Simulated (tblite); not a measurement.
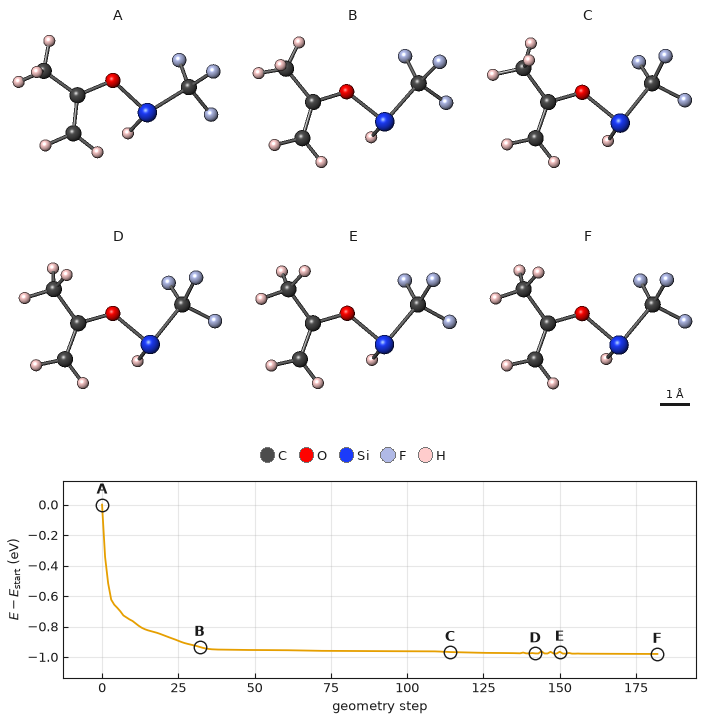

Frames of a relaxation of C4H6F3OSi (charge −1), marked on the history of the run. The picture is a ball-and-stick view, seen at a tilt.

These are results of GFN2-xTB geometry optimisation, gas phase (tblite 0.8.0), not measurements. 

**What happens along the run?**

Over 182 geometry steps the energy falls by 0.980 eV. The largest move after the best rigid fit is that of an H atom, 1.35 Å. Largest moves by element: H 1.35 Å, F 0.74 Å, O 0.45 Å, Si 0.42 Å, C 0.37 Å. Among the contacts that change: C–Si 1.850 → 1.968 Å, C–O 1.396 → 1.312 Å, O–Si 1.760 → 1.720 Å, C–C 1.473 → 1.512 Å. Bond angles that change, for instance: O–Si–C 111.9° → 93.6°, C–Si–H 107.2° → 94.4°, C–C–O 123.1° → 113.1°. Groups turn about C–C by about 50°, C–O by about 20°. Cost: 1.1 s on 1 thread of Arm Neoverse V2, on a shared host. From step 0 to 32: H atoms move most (0.53 Å), energy −0.934 eV. From step 32 to 114: an H atom moves most (0.50 Å), energy −0.033 eV. From step 114 to 142: H atoms move most (0.38 Å), energy −0.009 eV. From step 142 to 150: an H atom moves most (0.26 Å), energy +0.011 eV. From step 150 to 182: H atoms move most (0.10 Å), energy −0.014 eV.

```csv
step,"E − E(0), eV"
0,0.0000
1,-0.3436
2,-0.5161
3,-0.6233
4,-0.6564
5,-0.6771
6,-0.6999
7,-0.7271
8,-0.7402
9,-0.7530
10,-0.7635
19,-0.8479
28,-0.9133
37,-0.9503
46,-0.9531
55,-0.9543
64,-0.9569
73,-0.9594
82,-0.9601
91,-0.9613
101,-0.9618
110,-0.9632
119,-0.9698
128,-0.9731
137,-0.9755
146,-0.9766
155,-0.9777
164,-0.9788
173,-0.9792
182,-0.9796
```
